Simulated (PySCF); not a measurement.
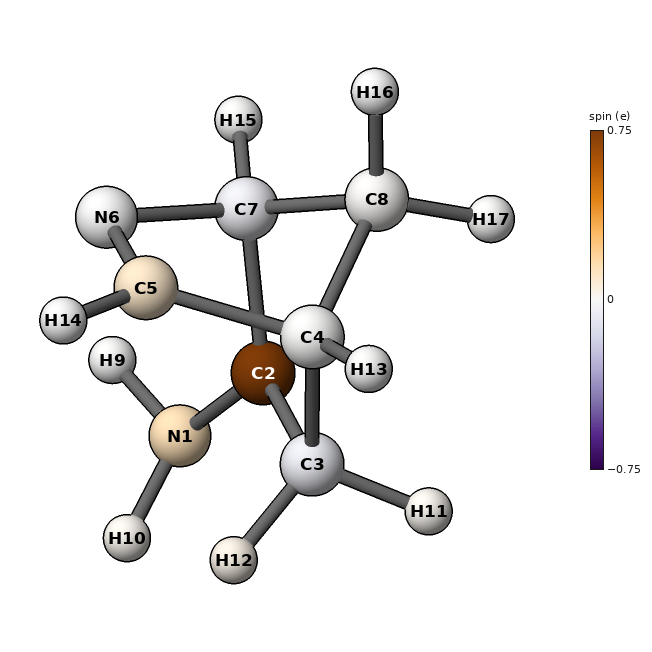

Atoms are coloured by their Mulliken spin populations. The species is neutral and a spin doublet. The computed structure is the end point of a GFN2-xTB optimisation. No frequency run is at hand to confirm it as a minimum. Properties computed with UKS B3LYP, pcH-1 on C H N, non-relativistic (PySCF 2.14.0).

List the Mulliken spin populations.

```csv
atom,value (e)
N1,0.15
C2,0.75
C3,−0.05
C4,0.01
C5,0.10
N6,0.00
C7,−0.04
C8,0.01
H9,0.00
H10,0.02
H11,0.02
H12,0.04
H13,0.00
H14,0.00
H15,0.00
H16,0.00
H17,0.00
```

Mulliken values depend strongly on the basis set.
